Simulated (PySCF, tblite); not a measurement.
# C₅H₅F₃O₂: a rotation path, then NMR shifts on frames, part 2 of 2

tblite 0.8.0 and PySCF 2.14.0. Atoms count from 0.

## Step 5: Nuclear shieldings: image 4, PBE0/pcSseg-1

The job: settings as JSON, then the geometry in Å.

```
{"job": {"kind": "nmr", "xc": "PBE0", "basis": "pcSseg-1", "pop": false}, "charge": 0, "multiplicity": 1}
O      1.679500     1.162000    -1.018200
C      1.927400     0.014300    -0.740900
O      3.017000    -0.611300    -1.202500
C      1.137200    -0.888200     0.119700
C     -0.054600    -0.618500     0.644000
C     -0.831100     0.645100     0.447500
C     -2.200700     0.343600    -0.160700
F     -3.210400     0.723100     0.639400
F     -2.385400     0.974000    -1.326700
F     -2.396000    -0.962300    -0.406100
H      3.536900    -0.020300    -1.770000
H      1.607900    -1.844400     0.292100
H     -0.547400    -1.372800     1.245300
H     -0.293100     1.331500    -0.209400
H     -0.991500     1.132200     1.413200
```

Method: GIAO PBE0/pcSseg-1 NMR shielding, non-relativistic, gas phase.

The program printed:

```text
coarse grid: 13960 points
cycle   1  E = -642.4411229639  dE =  1.815e+00  |g| = 1.238e+00  |ddm| = 3.522e+00
cycle   2  E = -642.0029617260  dE =  4.382e-01  |g| = 2.027e+00  |ddm| = 2.040e+00
cycle   3  E = -642.6892063280  dE = -6.862e-01  |g| = 3.370e-01  |ddm| = 1.484e+00
cycle   4  E = -642.7092607147  dE = -2.005e-02  |g| = 9.267e-02  |ddm| = 2.684e-01
cycle   5  E = -642.7105788979  dE = -1.318e-03  |g| = 2.624e-02  |ddm| = 6.716e-02
cycle   6  E = -642.7107296103  dE = -1.507e-04  |g| = 6.971e-03  |ddm| = 2.459e-02
cycle   7  E = -642.7107391523  dE = -9.542e-06  |g| = 3.036e-03  |ddm| = 7.004e-03
final grid: 140128 points
cycle   8  E = -642.8098539629  dE = -4.371e-05  |g| = 1.264e-02  |ddm| = 2.951e-02
cycle   9  E = -642.8097960934  dE =  5.787e-05  |g| = 2.127e-02  |ddm| = 2.314e-02
cycle  10  E = -642.8098851928  dE = -8.910e-05  |g| = 2.109e-03  |ddm| = 1.522e-02
cycle  11  E = -642.8098859838  dE = -7.910e-07  |g| = 4.849e-04  |ddm| = 1.571e-03
cycle  12  E = -642.8098860164  dE = -3.265e-08  |g| = 2.060e-04  |ddm| = 4.239e-04
cycle  13  E = -642.8098860254  dE = -8.964e-09  |g| = 6.453e-05  |ddm| = 1.832e-04
cycle  14  E = -642.8098860263  dE = -8.949e-10  |g| = 1.351e-05  |ddm| = 5.211e-05
converged SCF energy = -642.8098860263

GIAO shielding tensors (ppm)
atom      isotropic    diamagn.    paramagn.     s11        s22        s33       span
  0 O      -81.904     405.823    -487.727   -289.757   -229.954    273.999    563.756
  1 C       15.706     249.985    -234.279    -81.630     51.841     76.907    158.537
  2 O      115.180     389.220    -274.040    -27.956    134.000    239.497    267.453
  3 C       60.023     254.345    -194.322    -42.106     73.203    148.973    191.079
  4 C       33.473     257.074    -223.600    -86.155     24.203    162.372    248.527
  5 C      148.634     251.094    -102.459    125.488    138.748    181.667     56.179
  6 C       52.373     242.704    -190.331     49.552     52.938     54.629      5.077
  7 F      236.809     469.827    -233.018    165.580    206.572    338.275    172.695
  8 F      234.137     472.417    -238.280    166.270    202.977    333.163    166.893
  9 F      249.166     475.441    -226.275    167.342    253.599    326.558    159.216
 10 H       25.435      29.059      -3.625     20.594     22.710     33.000     12.407
 11 H       25.479      31.036      -5.557     22.728     24.329     29.378      6.650
 12 H       24.761      31.678      -6.916     22.097     23.490     28.696      6.599
 13 H       25.595      31.117      -5.522     19.627     24.777     32.380     12.753
 14 H       28.815      29.367      -0.553     24.776     28.324     33.345      8.569
```

Wall time 26 s (1 thread of Arm Neoverse V1, shared host); peak memory 0.87 GiB.

Key values: δ C1 171.2, C4 153.5, C6 134.6, C3 126.9, H12 6.96, H10 6.28 ppm.

## Step 6: Shielding tensors: image 6, PBE0/pcSseg-1

The job: settings as JSON, then the geometry in Å.

```
{"job": {"kind": "nmr", "xc": "PBE0", "basis": "pcSseg-1", "pop": false}, "charge": 0, "multiplicity": 1}
O      1.682300     1.227700    -0.919800
C      1.928500     0.061400    -0.734500
O      3.019000    -0.527500    -1.240100
C      1.134300    -0.905600     0.048400
C     -0.059600    -0.677500     0.587100
C     -0.835200     0.598300     0.499400
C     -2.196200     0.345600    -0.137700
F     -3.137300     1.180500     0.327200
F     -2.165800     0.504100    -1.466700
F     -2.661600    -0.895400     0.082300
H      3.541100     0.105100    -1.758300
H      1.603700    -1.872700     0.148800
H     -0.553300    -1.475900     1.127600
H     -0.303100     1.340000    -0.099600
H     -1.001300     0.999900     1.502700
```

Method: GIAO PBE0/pcSseg-1 NMR shielding, non-relativistic, gas phase.

The program printed:

```text
coarse grid: 13960 points
cycle   1  E = -642.4456270198  dE =  1.816e+00  |g| = 1.236e+00  |ddm| = 3.521e+00
cycle   2  E = -642.0075072909  dE =  4.381e-01  |g| = 2.025e+00  |ddm| = 2.053e+00
cycle   3  E = -642.6926498466  dE = -6.851e-01  |g| = 3.383e-01  |ddm| = 1.496e+00
cycle   4  E = -642.7128630654  dE = -2.021e-02  |g| = 9.244e-02  |ddm| = 2.689e-01
cycle   5  E = -642.7141719462  dE = -1.309e-03  |g| = 2.635e-02  |ddm| = 6.709e-02
cycle   6  E = -642.7143238120  dE = -1.519e-04  |g| = 7.106e-03  |ddm| = 2.494e-02
cycle   7  E = -642.7143338014  dE = -9.989e-06  |g| = 3.059e-03  |ddm| = 7.117e-03
final grid: 140128 points
cycle   8  E = -642.8128841860  dE = -4.341e-05  |g| = 1.240e-02  |ddm| = 3.316e-02
cycle   9  E = -642.8128283305  dE =  5.586e-05  |g| = 2.087e-02  |ddm| = 2.288e-02
cycle  10  E = -642.8129143246  dE = -8.599e-05  |g| = 2.061e-03  |ddm| = 1.504e-02
cycle  11  E = -642.8129150751  dE = -7.504e-07  |g| = 4.990e-04  |ddm| = 1.546e-03
cycle  12  E = -642.8129151109  dE = -3.580e-08  |g| = 2.000e-04  |ddm| = 4.348e-04
cycle  13  E = -642.8129151190  dE = -8.092e-09  |g| = 6.958e-05  |ddm| = 1.815e-04
cycle  14  E = -642.8129151200  dE = -1.050e-09  |g| = 1.311e-05  |ddm| = 5.487e-05
cycle  15  E = -642.8129151200  dE = -3.502e-11  |g| = 3.294e-06  |ddm| = 1.171e-05
converged SCF energy = -642.8129151200

GIAO shielding tensors (ppm)
atom      isotropic    diamagn.    paramagn.     s11        s22        s33       span
  0 O      -82.221     405.798    -488.019   -289.556   -231.580    274.474    564.029
  1 C       15.866     249.971    -234.105    -81.436     52.133     76.902    158.338
  2 O      115.262     389.204    -273.942    -28.280    134.791    239.276    267.556
  3 C       58.729     254.232    -195.503    -44.273     72.012    148.449    192.722
  4 C       33.687     257.339    -223.652    -84.815     25.132    160.744    245.559
  5 C      149.628     250.242    -100.614    126.475    144.008    178.400     51.926
  6 C       52.414     243.616    -191.202     49.647     52.092     55.504      5.858
  7 F      242.617     469.458    -226.841    160.040    228.316    339.495    179.454
  8 F      242.732     474.386    -231.654    159.737    231.202    337.256    177.519
  9 F      255.330     474.616    -219.287    165.742    268.753    331.495    165.753
 10 H       25.434      29.046      -3.613     20.604     22.702     32.994     12.391
 11 H       25.439      31.031      -5.592     22.681     24.281     29.354      6.674
 12 H       24.703      31.754      -7.051     21.999     23.119     28.992      6.993
 13 H       25.748      30.798      -5.050     20.107     24.756     32.382     12.274
 14 H       28.970      29.288      -0.318     24.875     28.192     33.842      8.967
```

It took 28 s on 1 thread of Arm Neoverse V1, shared host; peak memory 0.87 GiB.

In short: δ C1 171.1, C4 153.2, C6 134.5, C3 128.2, H12 7.01, H10 6.28 ppm.

## Step 7: Shielding tensors: image 8, PBE0/pcSseg-1

The job: settings as JSON, then the geometry in Å.

```
{"job": {"kind": "nmr", "xc": "PBE0", "basis": "pcSseg-1", "pop": false}, "charge": 0, "multiplicity": 1}
O      1.670600     1.283100    -0.803800
C      1.924600     0.106700    -0.716300
O      3.016100    -0.430100    -1.273200
C      1.133600    -0.924500    -0.017300
C     -0.066000    -0.741600     0.528200
C     -0.832500     0.542900     0.539700
C     -2.186300     0.349900    -0.119600
F     -2.913100     1.475500    -0.107900
F     -2.082600    -0.030300    -1.399900
F     -2.929300    -0.587200     0.494100
H      3.526000     0.248600    -1.743100
H      1.608300    -1.893600     0.011300
H     -0.564900    -1.579500     0.999500
H     -0.292100     1.326600     0.005700
H     -1.016800     0.861400     1.569500
```

Level: GIAO PBE0/pcSseg-1 NMR shielding, non-relativistic, gas phase.

The program printed:

```text
coarse grid: 13960 points
cycle   1  E = -642.4490623050  dE =  1.817e+00  |g| = 1.234e+00  |ddm| = 3.518e+00
cycle   2  E = -642.0145207113  dE =  4.345e-01  |g| = 2.018e+00  |ddm| = 2.047e+00
cycle   3  E = -642.6949824855  dE = -6.805e-01  |g| = 3.377e-01  |ddm| = 1.491e+00
cycle   4  E = -642.7151206180  dE = -2.014e-02  |g| = 9.206e-02  |ddm| = 2.677e-01
cycle   5  E = -642.7164171931  dE = -1.297e-03  |g| = 2.632e-02  |ddm| = 6.677e-02
cycle   6  E = -642.7165681717  dE = -1.510e-04  |g| = 7.192e-03  |ddm| = 2.506e-02
cycle   7  E = -642.7165784646  dE = -1.029e-05  |g| = 3.074e-03  |ddm| = 7.199e-03
cycle   8  E = -642.7165806999  dE = -2.235e-06  |g| = 4.885e-04  |ddm| = 2.560e-03
final grid: 140128 points
cycle   9  E = -642.8157948636  dE = -4.613e-05  |g| = 1.166e-02  |ddm| = 2.904e-02
cycle  10  E = -642.8157570108  dE =  3.785e-05  |g| = 1.869e-02  |ddm| = 1.957e-02
cycle  11  E = -642.8158193773  dE = -6.237e-05  |g| = 2.295e-03  |ddm| = 1.259e-02
cycle  12  E = -642.8158203236  dE = -9.463e-07  |g| = 4.537e-04  |ddm| = 1.716e-03
cycle  13  E = -642.8158203542  dE = -3.063e-08  |g| = 1.622e-04  |ddm| = 3.651e-04
cycle  14  E = -642.8158203596  dE = -5.386e-09  |g| = 4.244e-05  |ddm| = 1.330e-04
cycle  15  E = -642.8158203599  dE = -3.311e-10  |g| = 1.645e-05  |ddm| = 4.034e-05
converged SCF energy = -642.8158203599

GIAO shielding tensors (ppm)
atom      isotropic    diamagn.    paramagn.     s11        s22        s33       span
  0 O      -82.832     405.908    -488.740   -289.266   -232.146    272.917    562.183
  1 C       15.637     250.016    -234.379    -81.575     51.379     77.107    158.682
  2 O      115.218     389.219    -274.001    -28.093    134.913    238.834    266.926
  3 C       57.500     254.175    -196.675    -47.779     71.338    148.940    196.719
  4 C       33.720     257.390    -223.670    -85.355     24.831    161.684    247.039
  5 C      149.870     249.752     -99.882    127.367    146.159    176.084     48.717
  6 C       52.209     244.694    -192.485     49.130     51.377     56.119      6.989
  7 F      247.985     470.216    -222.231    159.331    244.677    339.947    180.616
  8 F      250.274     475.950    -225.676    163.912    254.523    332.387    168.475
  9 F      256.874     473.636    -216.762    166.800    261.353    342.468    175.668
 10 H       25.413      29.083      -3.670     20.628     22.674     32.938     12.310
 11 H       25.384      30.956      -5.572     22.722     24.170     29.259      6.537
 12 H       24.764      31.581      -6.816     21.922     23.293     29.077      7.155
 13 H       25.748      30.896      -5.148     19.352     25.055     32.836     13.484
 14 H       29.069      29.256      -0.186     25.414     27.824     33.970      8.556
```

It took 29 s on 1 thread of Arm Neoverse V1, shared host; peak memory 0.87 GiB.

Key values: δ C1 171.3, C4 153.2, C6 134.7, C3 129.4, H12 6.95, H11 6.33 ppm.

## Step 8: Comparing the runs: NMR shifts

Shifts (ppm) of some atoms, chosen among heavy atoms and hydrogens apart, with basis size and wall time:

```tsv
frame	C3	C5	H13	H14	F8	F9	F7	functions	time
image 0	129.5	37.1	5.95	2.65	-77.1	-79.3	-86.0	195	35 s
image 2	128.2	38.1	6.02	2.81	-69.8	-78.2	-74.2	195	26 s
image 4	126.9	38.3	6.12	2.90	-63.2	-78.2	-65.9	195	26 s
image 6	128.2	37.3	5.97	2.75	-71.8	-84.4	-71.7	195	28 s
image 8	129.4	37.1	5.97	2.65	-79.3	-85.9	-77.0	195	29 s
```

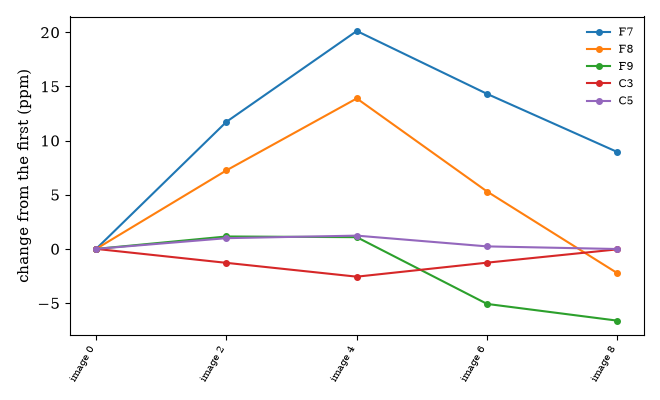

How five of the tabulated atoms move from run to run.

## Step 9: Summary of results

The summary covers parts 1 to 2.

| quantity | value |
| --- | --- |
| barrier | 0.098 eV (2.3 kcal/mol) at image 4 |
| end to end (GFN2-xTB) | 0.000 eV |
| 13C shifts against TMS (PBE0/pcSseg-1, image 0) | 171.3, 153.2, 134.7, 129.5, 37.1 ppm |
| 1H shifts against TMS (PBE0/pcSseg-1, image 0) | 6.95, 6.34, 6.30, 5.95, 2.65 ppm |
| 17O shifts against H2O (PBE0/pcSseg-1, image 0) | 419.0, 220.7 ppm |
| 19F shifts against CFCl3 (PBE0/pcSseg-1, image 0) | -77.1, -79.3, -86.0 ppm |
| surface potential, 1st and 99th percentile | -1.24 V and 2.39 V |
| range of the shift of F7 | -86.0 to -65.9 ppm |

In words: Along the band the dihedral turns by 120°, and the top (dihedral -1°) lies 2.3 kcal/mol above the start (GFN2-xTB, rough), so at room temperature this motion is fast. The top was not checked by a frequency run. Shifts at one fixed geometry are not the observed spectrum, which averages over the motion. In the first frame run (image 0): The widest tensor belongs to O0: span 563 ppm, with a paramagnetic part of -489 ppm. At PBE0/pcSseg-1, counted by nearest atom on the grid, the HOMO lies on O0 62 %; O2 10 %, the LUMO on C4 29 %; C1, C3 about 18 % each. In ppm, F7 moves most: its shift spreads over 20.1 ppm, from -86.0 (image 0) to -65.9 (image 4).
